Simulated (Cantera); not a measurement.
Charge: 1 mol Fe3O4, 0.39 mol HCl, at 10.0 Torr.

Method: chemical equilibrium by Gibbs-energy minimisation in Cantera with the NASA 1993 tables (ideal gas, pure condensed phases). Candidate condensed phases: Fe, FeCl2, FeCl3, FeO, Fe(OH)2, Fe(OH)3, Fe2O3, Fe3O4, H2O; 22 gas species. Mutual solubility and eutectic melting of coexisting phases are not modelled. The numbers say what is thermodynamically allowed, not how fast it happens.

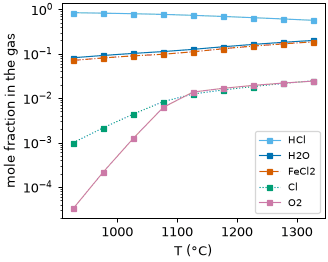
Figure. Equilibrium gas composition (values under 1e-9 drawn at 1e-9)

Question: Read off the mole fractions at 1277 °C.

Answer: HCl about 0.61, H2O about 0.18, FeCl2 about 0.17, O2 about 0.022, Cl about 0.021.
